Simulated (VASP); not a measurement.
Band structure of InHg (space group R-3m). Calculation: PBEsol GGA, VASP's PBE PAW potentials (set 64) (plane waves; VASP).

Unless said otherwise, spin-orbit coupling is left out, though it shifts the bands of the heavy elements here.

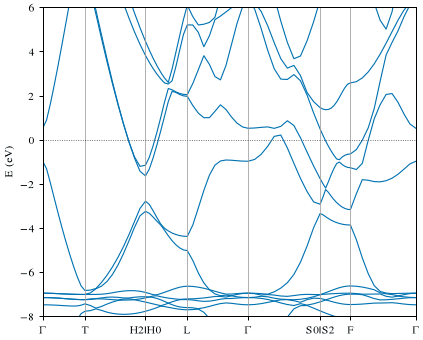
Fig. 1. Bands along high-symmetry lines, zero at the valence-band maximum or, without a gap, the Fermi level

**Question.** Read the plot: is there a gap, and where are the band edges?

**Answer.** It has no gap at this level: it comes out as a metal or semimetal. (Edges off the drawn lines would not show.)

The structure comes from a computed database's InHg entry (R-3m); how it stands against other phases isn't given here. It was relaxed first. The electron count is odd and the run is not spin-polarised, which forces a metal.
